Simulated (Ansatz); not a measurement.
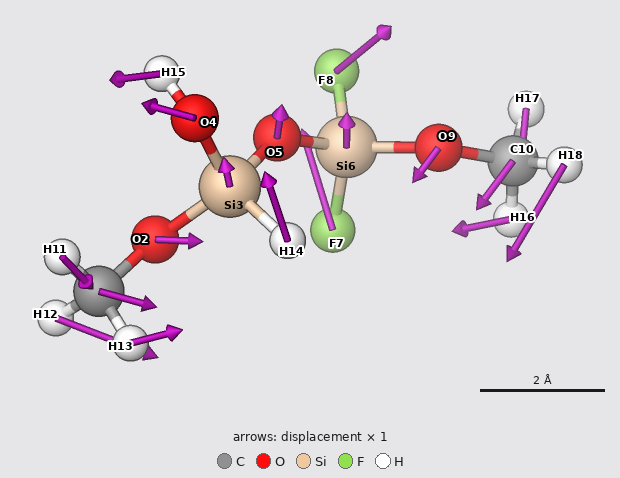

This is a relaxation of C2H8F2O4Si2. The starting structure is drawn; purple arrows show the displacements, at their true length. The two geometries are superimposed by the best rigid fit.

The picture is a ball-and-stick view, seen at a tilt.

The start comes from PBE-D4/def2-SVP.

All numbers below come from RKS PBE0-D4/def2-TZVP (Ansatz 0.2.0).

The input:
```yaml
crystal:
  periodic: [false, false, false]
  atoms:
    - {symbol: C, position_ang: [-3.180630, 1.122047, 1.421675]}
    - {symbol: O, position_ang: [-2.148774, 0.831971, 0.495164]}
    - {symbol: Si, position_ang: [-0.542678, 1.185601, 0.752737]}
    - {symbol: O, position_ang: [-0.251775, 2.812720, 0.932056]}
    - {symbol: O, position_ang: [0.220443, 0.630757, -0.625767]}
    - {symbol: Si, position_ang: [0.846632, -0.691149, -1.346193]}
    - {symbol: F, position_ang: [-0.182116, -1.944227, -1.296725]}
    - {symbol: F, position_ang: [1.078156, -0.368850, -2.916197]}
    - {symbol: O, position_ang: [2.256653, -1.098025, -0.608090]}
    - {symbol: C, position_ang: [3.022993, -2.255116, -0.920340]}
    - {symbol: H, position_ang: [-3.252067, 2.211711, 1.640053]}
    - {symbol: H, position_ang: [-4.146130, 0.790966, 0.988351]}
    - {symbol: H, position_ang: [-3.038674, 0.587263, 2.389228]}
    - {symbol: H, position_ang: [-0.005447, 0.538911, 1.983228]}
    - {symbol: H, position_ang: [-0.440196, 3.358587, 0.147699]}
    - {symbol: H, position_ang: [2.414566, -3.183533, -0.849191]}
    - {symbol: H, position_ang: [3.455691, -2.193648, -1.943240]}
    - {symbol: H, position_ang: [3.855751, -2.324685, -0.192644]}
basis:
  gaussian: {orbitals: def2-TZVP}
hamiltonian: {xc: pbe0, dispersion: d4}
relax: {f_tol: 0.005, max_steps: 150}
```

Question: What did the optimiser do to the structure, and how much energy did it gain?

Answer: The energy falls by 24.6 kJ/mol in 49 accepted moves (53 points after the start). Largest force component: 1.4 eV/Å at the start, 0.0033 eV/Å at the end. The line search rejected the trial steps at points 15, 21, 27, 35 of the run. H18 moves most after the best rigid fit: 1.88 Å. Largest moves by element: H 1.88 Å, F 1.74 Å, O 1.09 Å, C 1.02 Å, Si 0.67 Å. Near-neighbour distances that change, for instance: Si6–F7 1.622 → 1.581 Å, Si3–O5 1.670 → 1.632 Å, Si6–O9 1.643 → 1.606 Å, O2–Si3 1.665 → 1.628 Å. Among the angles between lasting bonds that change: Si3–O4–H15 115.3° → 118.7°. Groups turn about Si3–O5 by about 55°, O5–Si6 by about 30°.
